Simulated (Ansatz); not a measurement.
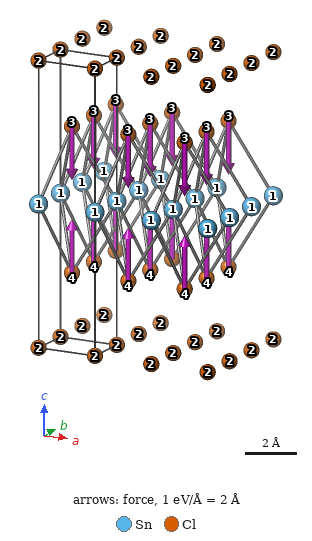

Starting geometry of solid SnCl₃ (a generated structure, set up in P-6m2) (coarse preliminary run) with the computed forces as purple arrows. Style: ball-and-stick. Shown: the cell of the calculation, repeated 3 × 3 × 1 with one cell outlined, slightly off an axis.

The calculation used DFT PBE, scalar-relativistic, plane waves, PAW (Ansatz 0.2.0). (plane-wave cutoff 420 eV; k-point mesh 6 × 6 × 2; occupations gaussian; smearing width 0.1 eV; no spin polarisation; cell and atoms relaxed; force threshold 0.04 eV/Å; at most 70 steps)

**Is this structure relaxed? If not, where do the atoms go?**

It isn't relaxed: the largest force vector, on Cl atoms, is 1.08 eV/Å. The atoms end up moving mostly along the starting forces (cosine between the two patterns 1.00). The energy falls by 682 meV per atom in 11 accepted moves (13 points after the start). The largest force component goes from 1.1 to 0.02 eV/Å. The pressure goes from −2.85 to −0.03 GPa. At 2 points the geometry stayed and the basis and grid were re-selected for the new cell (energy shift of 8.4 meV per atom at most each time). The largest moves relative to the cell, 0.61 Å, are those of Cl3 and Cl4. Cl3 goes along −c. Sn stays in place. The drawn cell changes as follows: a = b 3.216 → 3.965 Å (+23.3 %), c 11.554 → 9.136 Å (−20.9 %); the volume changes by +20.2 %. Among the contacts that change: Sn1–Cl3 3.480 → 2.861 Å. The space group stays P-6m2 (No. 187). The run took 25 s on 1 thread of Intel(R) Xeon(R) 6975P-C (Granite Rapids), with other jobs on the host, peak memory 0.38 GiB.

Limits of the set-up: an odd number of electrons was run without spin polarisation, which fails if the electron would localise.
